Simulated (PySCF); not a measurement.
# CH$_{3}$Cl$_{3}$Si, SMILES `C[Si](Cl)(Cl)Cl`: electronic structure

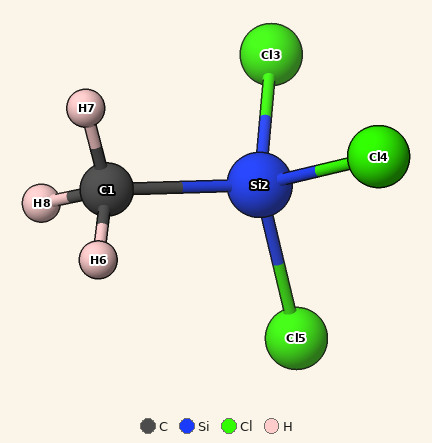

The molecule, with its atoms numbered as below. No frequency check shows the geometry to be a minimum.

Cartesian coordinates (Å):

```
C1      -0.0013    0.0000   -2.1300
Si2      0.0000    0.0002   -0.2305
Cl3      0.5718   -1.8123    0.4621
Cl4      1.2838    1.4011    0.4620
Cl5     -1.8551    0.4110    0.4628
H6      -0.3209    0.9606   -2.5238
H7       0.9913   -0.2029   -2.5241
H8      -0.6724   -0.7576   -2.5237
```

Part 1: Bonding charge

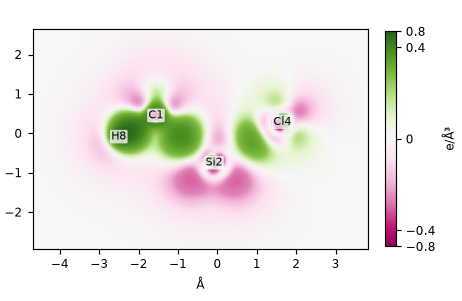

Deformation density (molecule less spherical, spin-averaged free atoms) in the plane of C1, Si2, Cl4 and H8; colour scale in e/Å³, logarithmic beyond ±0.1; green: gain, pink: loss.

Method: PBE/def2-TZVP; geometry: GFN2-xTB; program: PySCF.

How much density has each bond in this plane gained at its critical point, relative to the free atoms?

Answer. C1–H8: +0.65 e/Å³ at the bond critical point (bond length 1.09 Å, Mayer order 0.9). C1–Si2: +0.21 e/Å³ at the bond critical point (bond length 1.90 Å, Mayer order 1.0). Si2–Cl4: +0.09 e/Å³ at the bond critical point (bond length 2.02 Å, Mayer order 1.2). In all, 1.6 electrons gather in the regions of gain relative to the promolecule. A small or negative value marks a very polar bond, one between electron-rich atoms, whose free-atom densities already overlap strongly, a long bond to a heavier atom, or a closed-shell contact such as a hydrogen bond.

Where do the Hirshfeld charges lie?

Answer. The highest Hirshfeld charge is on Si2 (+0.33 e), the lowest on C1 (−0.20 e).

Part 2: Bond critical points

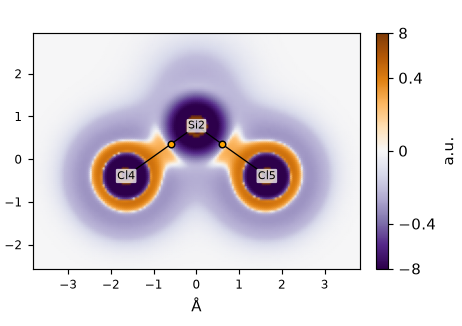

Negative Laplacian of the density (−∇²ρ) in the plane of Si2, Cl4 and Cl5 (orange positive, purple negative, colour scale in a.u., logarithmic beyond ±0.04), with bond paths and bond critical points (dots).

Sort the bonds in the plane by the sign of ∇²ρ at their critical points.

Answer. At none is it concentrated. Depleted (∇²ρ > 0): Si2–Cl4 and Si2–Cl5 (+0.24 a.u., H = −0.058). A positive Laplacian with clearly negative H marks a strongly polar covalent bond, whose critical point lies close to the core of the less electronegative atom.

Where along Si2–Cl4 does the critical point lie?

Answer. 0.74 Å from Si2 and 1.28 Å from Cl4.

Part 3: Electrostatic potential

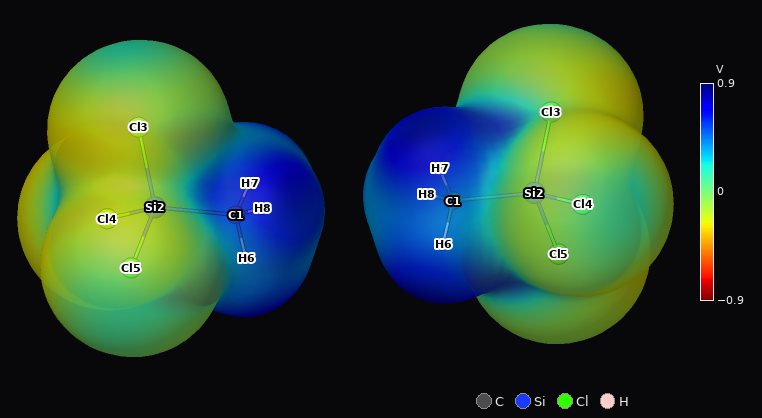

Electrostatic potential on the surface of electron density 0.001 a.u. (back view left, front view right).

Where are the extremes of the potential on the surface?

Answer. Highest: 0.82 V, 1.3 Å from H7, and at like points elsewhere. Further maxima include 0.22 V, off the Si2–Cl4 bond (2.3 Å from its atoms); 0.20 V, 2.0 Å from Cl4. Lowest: −0.29 V, 2.1 Å from Cl5, and at like points elsewhere. The surface is sampled at points, so like sites can differ by a few per cent and only the strongest of them is named.

Does Cl4 carry a σ-hole?

Answer. Yes: a local maximum of +0.20 V lies on the extension of the Si2–Cl4 bond.

Part 4: In an electric field

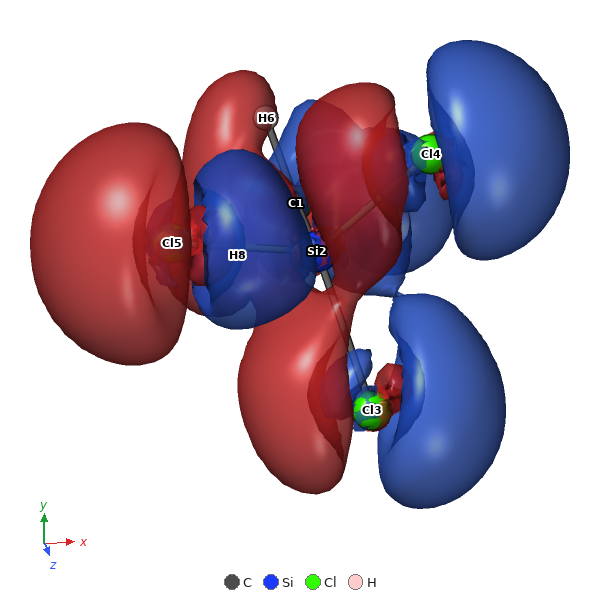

Change of the electron density in a uniform field of 0.21 V/Å, surfaces at ±0.001 e/Å³ (red: gain, blue: loss).

Computed with PySCF, PBE/def2-TZVP, geometry: GFN2-xTB. A basis without diffuse functions makes polarisabilities too small.

Along which Cartesian direction does the field point?

Answer. Along +x: electrons gather on the −x side, against the field.

How large is the response?

Answer. The induced dipole is 0.74 D (along the field); α along this axis, from the fields in both directions, is 73 bohr³ (10.7 Å³).

Which atoms gain and lose the most charge?

Answer. Electrons gather most on Cl5 (Hirshfeld charge changes by −0.021 e) and leave Cl4 most (+0.015 e); 0.063 electrons are displaced in all.

Part 5: Removing or adding an electron

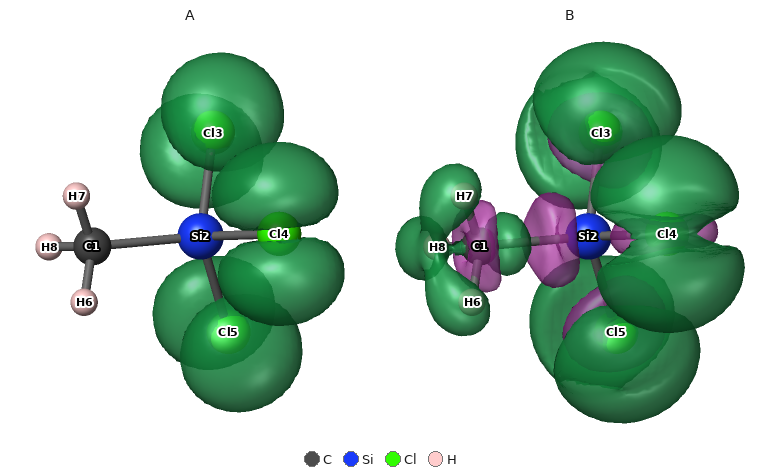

The Fukui function f⁻ from two separate SCF calculations and the density of the HOMO, at ±0.01 e/Å³ (green positive, purple negative).

Level of theory: PBE/def2-TZVP (PySCF), at a geometry from GFN2-xTB.

Which panel is which, and how good is the frozen-orbital picture?

Answer. B is f⁻ (it has negative regions), A the HOMO density. The HOMO lies on Cl3, Cl4 and Cl5 (32 % each); f⁻ (Hirshfeld-condensed) is largest on Cl3, Cl4 and Cl5 (0.28 each); the vertical ionisation energy is 10.68 eV (the stability of the cation's solution wasn't checked). Relaxation shifts 11 % of the electron between atoms. The orbital energy is −7.78 eV.

The PySCF runs shown took 16 s, 39 s and 4 min on 1 thread of Intel(R) Xeon(R) 6975P-C (Granite Rapids) (shared host).
